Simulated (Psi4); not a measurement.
# PBE0/def2-SVP (core potential) run of InSiH4F (SMILES [F][InH][SiH3])

What is the vertical ionisation energy of InSiH4F at PBE0/def2-SVP (core potential)? 

The calculation is run with Psi4 1.11.

2 further runs of the same task are left out: 2 set aside as unsound or not needed. Runs told in other sessions of the task aren't counted.

### Step 1. The structure to begin with

The species is InSiH4F (7 atoms), meant as a singlet with charge 0. As SMILES, `[F][InH][SiH3]`. The coordinates come from a PBE0-D4/def2-TZVP relaxation.

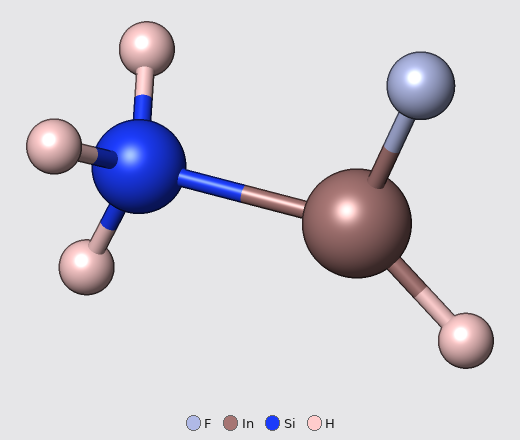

The structure, seen from a chosen angle (fluorine light blue, indium brown, silicon blue, hydrogen pink).

### Step 2. A single-point energy at PBE0/def2-SVP (core potential)

Contents of job.json:

```json
{
  "schema_name": "qcschema_input",
  "schema_version": 1,
  "molecule": {
    "schema_name": "qcschema_molecule",
    "schema_version": 2,
    "symbols": ["F", "In", "Si", "H", "H", "H", "H"],
    "geometry": [-0.37038632, -4.42195913, 2.45437629, -1.42863295, -2.20134196, -0.33410358, 0.99777539, 1.97117332, -0.05404617, -3.66191128, -3.71501259, -2.12650881, 3.75299608, 1.44734124, -0.2056022, 0.4270781, 3.20497551, 2.40410958, 0.28308097, 3.71482362, -2.13803614],
    "molecular_charge": 0,
    "molecular_multiplicity": 1,
    "fix_symmetry": "c1",
    "fix_com": true,
    "fix_orientation": true
  },
  "driver": "energy",
  "model": {
    "method": "pbe0",
    "basis": "def2-SVP"
  },
  "keywords": {
    "puream": true,
    "e_convergence": 1e-09,
    "d_convergence": 1e-08,
    "scf_type": "pk",
    "dft_radial_points": 99,
    "dft_spherical_points": 590,
    "scf_properties": ["LOWDIN_CHARGES", "WIBERG_LOWDIN_INDICES", "QUADRUPOLE"]
  }
}
```

Command:

```
$ psi4 --qcschema job.json -n 1 --memory 2200MB
```

stdout:

```text
[...]
    !!!  WARNING: ECP capability is in beta. Please check occupations closely.  !!!
[...]
  Running in c1 symmetry.
[...]
  Nuclear repulsion =  168.681564817999458
[...]
  Multiplicity = 1
[...]
  Nalpha       = 24
  Nbeta        = 24
[...]
    Number of basis functions: 78
[...]
   @RKS iter   1:  -581.36564769530423   -1.21153e+00   6.74920e-03 DIIS/ADIIS
[...]
   @RKS iter  11:  -581.48463597897251   -5.79803e-12   4.86954e-09 DIIS
[...]
    Orbital Energies [Eh]
    ---------------------
    Doubly Occupied:
       1A    -66.250756     2A    -24.678231     3A     -5.346208
       4A     -4.732000     5A     -3.683434     6A     -3.682671
       7A     -3.682664     8A     -3.133742     9A     -3.123109
      10A     -3.122308    11A     -1.079881    12A     -0.804235
      13A     -0.799110    14A     -0.798040    15A     -0.793528
      16A     -0.789994    17A     -0.565153    18A     -0.438866
      19A     -0.376042    20A     -0.375566    21A     -0.355144
      22A     -0.347848    23A     -0.340750    24A     -0.287577
[...]
  @RKS Final Energy:  -581.48463597897251
   => Energetics <=
    Nuclear Repulsion Energy =            168.6815648179994582
    One-Electron Energy =               -1214.7076383085209272
    Two-Electron Energy =                 502.0215603899454209
    DFT Exchange-Correlation Energy =     -37.4801228783965072
    Empirical Dispersion Energy =           0.0000000000000000
    VV10 Nonlocal Energy =                  0.0000000000000000
    Total Energy =                       -581.4846359789725057
[...]
 Multipole Moments:
 ------------------------------------------------------------------------------------
     Multipole            Electronic (a.u.)      Nuclear  (a.u.)        Total (a.u.)
 ------------------------------------------------------------------------------------
 L = 1.  Multiply by 2.5417464519 to convert [e a0] to [Debye]
 Dipole X            :         18.3425560          -18.5646695           -0.2221135
 Dipole Y            :         54.5980083          -53.7772591            0.8207493
 Dipole Z            :        -13.0701455           12.2505275           -0.8196180
 Magnitude           :                                                    1.1809900
 L = 2.  Multiply by 1.3450342976 to convert [e a0^2] to [Debye ang]
 Quadrupole XX       :       -117.1488156           85.7903930          -31.3584226
 Quadrupole XY       :       -130.6877963          129.7749198           -0.9128765
[...]
```

The result, in JSON:

```text
{
 "driver": "energy",
 "model": {
  "method": "pbe0",
  "basis": "def2-SVP"
 },
 "success": true,
 "return_result": -581.4846359789725,
 "properties": {
  "calcinfo_nbasis": 78,
  "calcinfo_nmo": 78,
  "calcinfo_nalpha": 24,
  "calcinfo_nbeta": 24,
  "calcinfo_natom": 7,
  "nuclear_repulsion_energy": 168.68156481799946,
  "return_energy": -581.4846359789725,
  "scf_one_electron_energy": -1214.707638308521,
  "scf_two_electron_energy": 502.0215603899454,
  "scf_xc_energy": -37.48012287839651,
  "scf_dipole_moment": [-0.22211351613241703, 0.8207492651067199, -0.8196180068880974],
  "scf_total_energy": -581.4846359789725,
  "scf_iterations": 11
 }
}
```

Wall time 8.1 s (1 thread of Intel Xeon 6975P-C (Granite Rapids), shared host); peak memory 0.96 GiB.

### Step 3. The doublet cation, same level

Contents of fh4insi.xyz:

```xyz
7
FH4InSi
F     -0.196000    -2.340000     1.298800
In    -0.756000    -1.164900    -0.176800
Si     0.528000     1.043100    -0.028600
H     -1.937800    -1.965900    -1.125300
H      1.986000     0.765900    -0.108800
H      0.226000     1.696000     1.272200
H      0.149800     1.965800    -1.131400
```

Contents of calc.py:

```python
import psi4

psi4.set_memory('2200 MB')
psi4.set_num_threads(1)
psi4.set_output_file('psi4.out', False)

with open('fh4insi.xyz') as f:
    atoms = ''.join(f.readlines()[2:])
molecule = psi4.geometry('1 2\n' + atoms + 'symmetry c1')

options = {'reference': 'uks', 'puream': True, 'e_convergence': 1e-09, 'd_convergence': 1e-08, 'scf_type': 'pk', 'dft_radial_points': 99, 'dft_spherical_points': 590, 'maxiter': 100}
psi4.set_options(options)

energy_value, wavefunction = psi4.energy("pbe0/def2-SVP", molecule=molecule, return_wfn=True)
psi4.oeprop(wavefunction, "WIBERG_LOWDIN_INDICES", "MULLIKEN_CHARGES", "MAYER_INDICES", title="PBE0")
print(f'total energy {energy_value:.8f} hartree = {energy_value * 27.211386:.5f} eV')
```

Command:

```
$ python calc.py
```

psi4.out, shortened:

```text
[...]
    !!!  WARNING: ECP capability is in beta. Please check occupations closely.  !!!
[...]
  Running in c1 symmetry.
[...]
  Nuclear repulsion =  168.681564706163954
[...]
  Multiplicity = 2
[...]
  Nalpha       = 24
  Nbeta        = 23
[...]
    Number of basis functions: 78
[...]
   @UKS iter   1:  -581.01055595372566   -8.72193e-01   6.53094e-03 ADIIS/DIIS
[...]
   @UKS iter  15:  -581.12112497399323   -9.32232e-12   9.55363e-09 DIIS
[...]
   @S^2 Observed:                7.625651489E-01
[...]
  @UKS Final Energy:  -581.12112497399323
   => Energetics <=
    Nuclear Repulsion Energy =            168.6815647061639538
    One-Electron Energy =               -1203.4844367159157628
    Two-Electron Energy =                 490.9169261910816431
    DFT Exchange-Correlation Energy =     -37.2351791553230527
    Empirical Dispersion Energy =           0.0000000000000000
    VV10 Nonlocal Energy =                  0.0000000000000000
    Total Energy =                       -581.1211249739932327
  UHF NO Occupations:
  HONO-2 :   22  A 1.9990735
  HONO-1 :   23  A 1.9949829
[...]
 Multipole Moments:
 ------------------------------------------------------------------------------------
     Multipole            Electronic (a.u.)      Nuclear  (a.u.)        Total (a.u.)
 ------------------------------------------------------------------------------------
 L = 1.  Multiply by 2.5417464519 to convert [e a0] to [Debye]
 Dipole X            :        -22.6046225           22.6537000            0.0490776
 Dipole Y            :        -24.6739763           26.3961768            1.7222006
 Dipole Z            :        -11.9817872           10.9066176           -1.0751696
 Magnitude           :                                                    2.0308552
[...]
  Mulliken Charges: (a.u.)
   Center  Symbol    Alpha    Beta     Spin     Total
       1     F     4.75093  4.57864  0.17229 -0.32957
       2    IN    10.18112 10.05305  0.12807  0.76583
       3    SI     7.03592  6.70387  0.33205  0.26021
       4     H     0.59410  0.28985  0.30426  0.11605
       5     H     0.47852  0.45620  0.02232  0.06527
       6     H     0.47861  0.45627  0.02234  0.06512
       7     H     0.48079  0.46212  0.01867  0.05709
   Total alpha = 24.00000, Total beta = 23.00000, Total charge =  1.00000
  Mayer Bond Indices:
[...]
```

On the terminal:

```text
total energy -581.12112497 hartree = -15813.11124 eV
```

It took 15 s on 1 thread of Intel Xeon 6975P-C (Granite Rapids), shared host; peak memory 0.95 GiB.

### Step 4. Results

Level: PBE0/def2-SVP (core potential).

| quantity | value |
| --- | --- |
| singlet InSiH4F: total energy | -581.48464 Eh |
| singlet InSiH4F: dipole moment | 3.00 D |
| singlet InSiH4F: HOMO energy | -7.83 eV |
| singlet InSiH4F: LUMO energy | -1.94 eV |
| singlet InSiH4F: HOMO–LUMO gap | 5.88 eV |
| doublet cation: total energy | -581.12112 Eh |
| doublet cation: HOMO energy (highest over α and β) | -14.74 eV |
| doublet cation: LUMO energy (lowest over α and β) | -11.94 eV |
| doublet cation: ⟨S²⟩ | 0.763 |
| vertical ionisation energy (to the doublet cation) | 9.892 eV |

In words: The vertical ionisation energy comes to 9.89 eV (228 kcal/mol). −ε(HOMO) before ionisation, 7.83 eV, is 2.07 eV below this ionisation energy. Mulliken charges (doublet cation) run from -0.33 on F1 to +0.77 on In2; they depend strongly on the basis.
